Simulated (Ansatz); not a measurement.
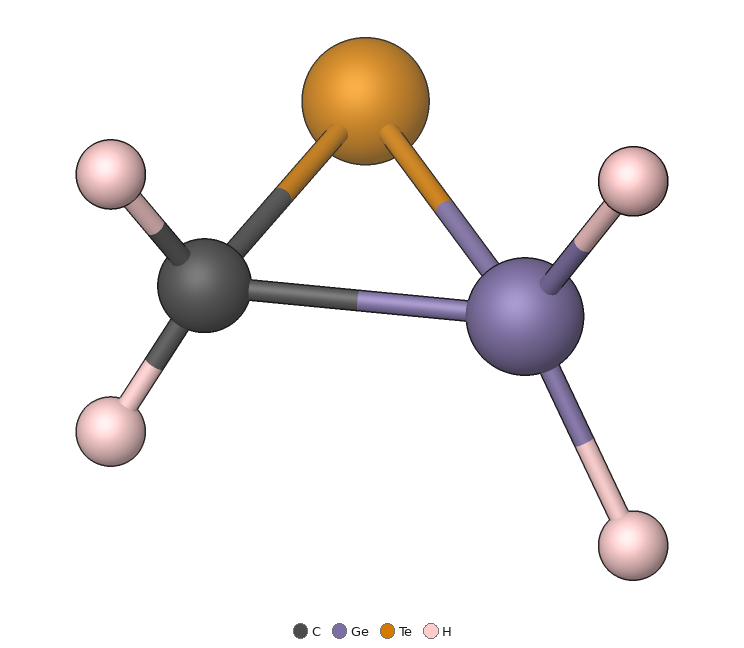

The picture shows the input geometry.

Input file:

```yaml
crystal:
  periodic: [false, false, false]
  atoms:
    - {symbol: C, position_ang: [-0.712131, -0.584712, -0.325627]}
    - {symbol: Ge, position_ang: [0.766784, 0.383685, 0.442171]}
    - {symbol: Te, position_ang: [-0.686548, 1.373927, -1.351878]}
    - {symbol: H, position_ang: [-0.496545, -1.403590, -1.001836]}
    - {symbol: H, position_ang: [-1.605176, -0.721349, 0.272795]}
    - {symbol: H, position_ang: [0.612173, 0.925375, 1.862411]}
    - {symbol: H, position_ang: [2.182743, -0.041235, 0.056264]}
basis:
  gaussian: {orbitals: def2-mTZVPP}
magnetization: {spin_polarized: true, initial_magnetization: 2}
hamiltonian: {xc: {name: HSE06}, dispersion: d4}
output: {forces: true}
```

It was started with:

```sh
ansatz run in.yaml --threads 2 --pin off --events-out ev --progress --plain --max-ram 4352MiB
```

Result:

```
Functional definition: HSE06
  name "HSE06"
  cite "Heyd, Scuseria & Ernzerhof, J. Chem. Phys. 118, 8207 (2003) doi:10.1063/1.1564060"
  cite "Krukau, Vydrov, Izmaylov & Scuseria, J. Chem. Phys. 125, 224106 (2006) doi:10.1063/1.2404663"
  cite "Heyd & Scuseria, J. Chem. Phys. 120, 7274 (2004) doi:10.1063/1.1668634"
  cite "Ernzerhof & Perdew, J. Chem. Phys. 109, 3313 (1998) doi:10.1063/1.476928"
  cite "Perdew, Burke & Ernzerhof, Phys. Rev. Lett. 77, 3865 (1996) doi:10.1103/PhysRevLett.77.3865"
  parent pbe
  parameter a = 0.25
  parameter omega = 0.11/bohr
  # The whole range is PBE's own exchange, as in plane waves. The composition of these papers is wPBEh.
  exchange = pbe_x - a*pbe_x_sr(omega) + a*exact_x_sr(omega)
  correlation = pbe_c
1131 factors; integrals over basis functions are off by at most 6.3e-4 eV
77 factors; integrals over basis functions are off by at most 4.0e-7 eV
mean field evaluation 1: about -64894.3231 eV, gradient 4.1e1 eV
mean field evaluation 2: about -64864.9184 eV, gradient 6.9e1 eV
mean field evaluation 4: about -64901.8908 eV, gradient 9.1e0 eV
mean field evaluation 8: about -64902.2664 eV, gradient 4.2e-1 eV
mean field evaluation 16: about -64902.2685 eV, gradient 1.3e-3 eV
mean field evaluation 32: about -64902.1231 eV, gradient 9.7e-1 eV
mean field -64902.26848253 eV, -2385.1143743954 hartree, gradient 2.3e-5 eV, S^2 2.005066; 5 other end points of the search recorded, 0 dependent functions left out
the calculation of the forces begins
reference -64902.26852029 eV, -2385.1143757828 hartree; 34, 32 occupied and 77, 79 virtual orbitals, 1131 factors
Total energy: -64902.40453104 eV, -2385.1193740860 hartree
Atom 0 at    -0.712131    -0.584712    -0.325627 Å, force    -0.038491    -0.891333     0.443494 eV/Å
Atom 1 at     0.766784     0.383685     0.442171 Å, force     1.286791    -0.004319     1.121673 eV/Å
Atom 2 at    -0.686548     1.373927    -1.351878 Å, force    -1.202132     1.711248    -1.961408 eV/Å
Atom 3 at    -0.496545    -1.403590    -1.001836 Å, force    -0.071409    -0.225092    -0.081844 eV/Å
Atom 4 at    -1.605176    -0.721349     0.272795 Å, force    -0.190507    -0.151399     0.055399 eV/Å
Atom 5 at     0.612173     0.925375     1.862411 Å, force     0.053923    -0.186270     0.273423 eV/Å
Atom 6 at     2.182743    -0.041235     0.056264 Å, force     0.161826    -0.252836     0.149262 eV/Å
Dipole moment:    -0.008709    -0.101278     0.046635 e Å
```

The calculation finished and met its thresholds.

The spin state was imposed, and no run here compares it with a lower spin, which may lie lower.
